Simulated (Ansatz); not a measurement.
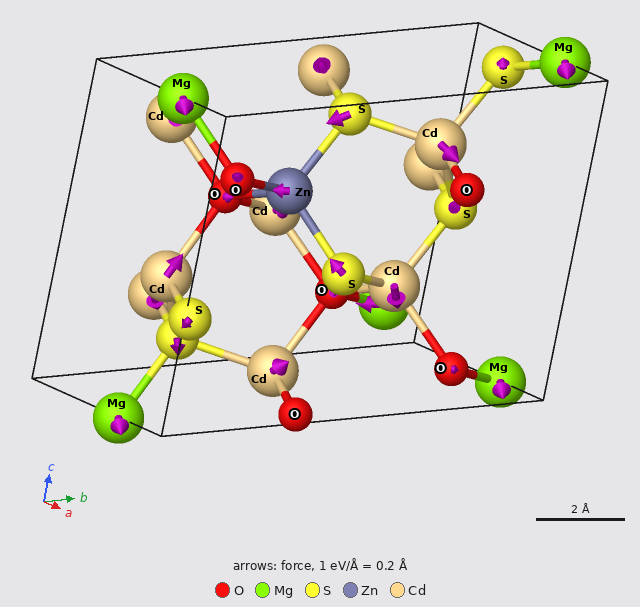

Starting geometry of solid Mg2ZnCd9S6O6 (a generated structure, set up in P1) (coarse preliminary run) with the computed forces as purple arrows. A ball-and-stick model of the cell of the calculation, seen slightly off an axis.

Case: elements placed on the wurtzite lattice with like neighbours.

Computed with Ansatz 0.2.0, DFT PBE, scalar-relativistic, plane waves, PAW. Settings: plane-wave cutoff 420 eV; k-point mesh 2 × 2 × 2; occupations gaussian; smearing width 0.1 eV; mesh shifted by (0.5, 0.5, 0.5); no spin polarisation; cell and atoms relaxed; force threshold 0.04 eV/Å; at most 50 steps.

Q: Is this structure relaxed? If not, where do the atoms go?

A: It isn't relaxed: the largest force vector, on a Cd atom, is 3.98 eV/Å. The atoms end up moving mostly along the starting forces (cosine between the two patterns 0.88). The largest move relative to the cell is that of a Mg atom, 0.45 Å roughly along −b. Largest moves by element: Mg 0.45 Å, Cd 0.44 Å, Zn 0.34 Å, O 0.28 Å, S 0.23 Å. The drawn cell changes as follows: a 6.425 → 6.601 Å (+2.7 %), b 8.798 → 9.106 Å (+3.5 %), c 8.798 → 9.132 Å (+3.8 %), α 78.5° → 77.5°, β 68.6° → 69.4°, γ 68.6° → 68.0°; the volume changes by +10.4 %. Among the contacts that change: Cd–S 2.214 → 2.646 Å, Cd–S 2.272 → 2.651 Å, Cd–S 2.248 → 2.602 Å, Cd–S 2.186 → 2.496 Å. Bond angles that change, for instance: O–Mg–O 110.0° → 129.3°, S–Cd–S 110.9° → 93.1°, O–Cd–S 109.3° → 125.8°. The space group stays P1 (No. 1). After 6 accepted moves (8 points after the start) the energy has fallen by 335 meV per atom. Largest force component: 3.2 eV/Å at the start, 0.0076 eV/Å at the end. Pressure: 14.97 GPa at the start and 0.01 GPa at the end. At 2 points the geometry stayed and the basis and grid were re-selected for the new cell (energy shift of 3.5 meV per atom at most each time). Cost: 80 s on 4 threads of Intel(R) Xeon(R) 6975P-C (Granite Rapids), with other jobs on the host, peak memory 1.9 GiB.
